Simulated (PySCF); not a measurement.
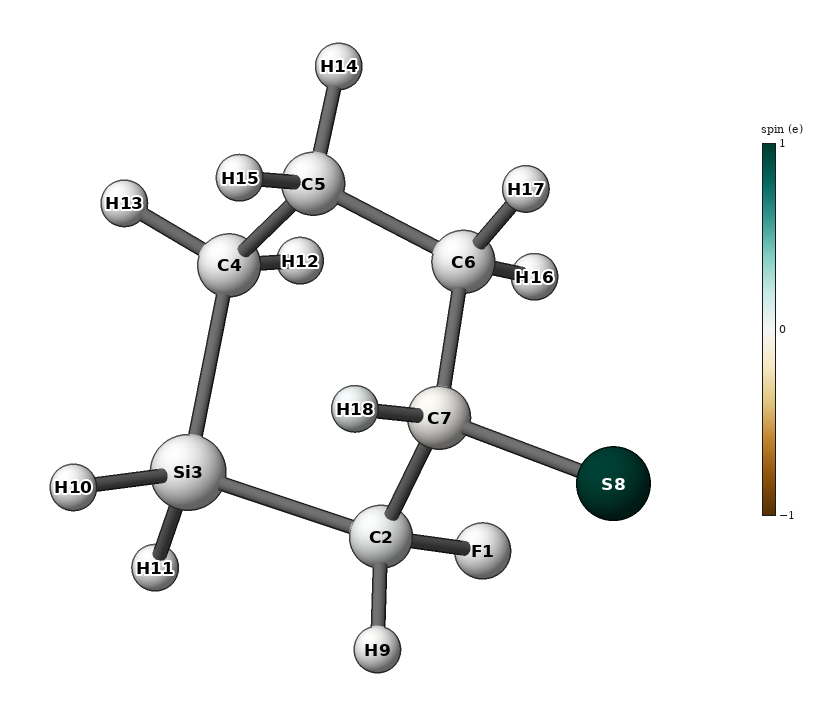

Atoms are coloured by their Mulliken spin populations. The species is neutral and a spin doublet. Computed geometry: GFN2-xTB optimisation. No frequency run is at hand to confirm it as a minimum. Properties computed with UKS B3LYP, pcH-1 on C F H S Si, non-relativistic (PySCF 2.14.0).

List the Mulliken spin populations.

```tsv
atom	value (e)
F1	0.00
C2	0.01
Si3	0.00
C4	0.00
C5	0.00
C6	0.00
C7	−0.03
S8	0.98
H9	0.00
H10	0.00
H11	0.00
H12	0.00
H13	0.00
H14	0.00
H15	0.00
H16	0.00
H17	0.00
H18	0.03
```

The run warned: orbitally degenerate or nearly so: second-order g, spin-orbit hyperfine and D do not apply.

Mulliken values depend strongly on the basis set. The geometry is semi-empirical. Around Si such bond lengths and angles can be off by a tenth of an ångström or more and by several degrees, and values that hang on the shape move with them.
